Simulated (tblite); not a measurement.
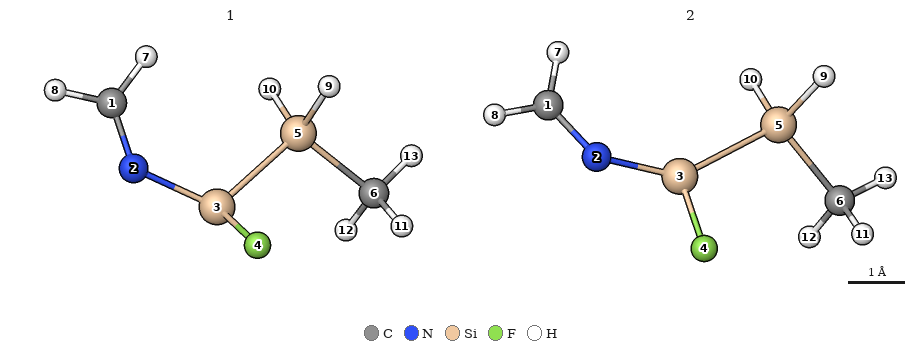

Two geometries of C₂H₇FNSi₂ (multiplicity 2), drawn at one scale. One is the start of a relaxation, the other its converged end. Style: ball-and-stick. Shown at a tilt.

Theory: GFN2-xTB geometry optimisation, gas phase (tblite). 

> Which geometry has the lower energy?

Structure 2 is the relaxed one. H7 moves most after the best rigid fit: 0.88 Å. By element the largest moves are H 0.88 Å, Si 0.56 Å, F 0.51 Å, C 0.47 Å, N 0.32 Å. Near-neighbour distances that change, for instance: Si3–F4 1.708 → 1.625 Å, Si3–Si5 2.206 → 2.286 Å, N2–Si3 1.722 → 1.657 Å, C1–N2 1.255 → 1.293 Å. Bond angles that change, for instance: N2–Si3–Si5 116.7° → 142.3°, Si3–Si5–H9 106.5° → 114.7°, C1–N2–Si3 130.8° → 138.3°. The energy falls by 13.7 kcal/mol in 77 geometry steps. The run took 0.44 s on 1 thread of Arm Neoverse V2, with other jobs on the host.
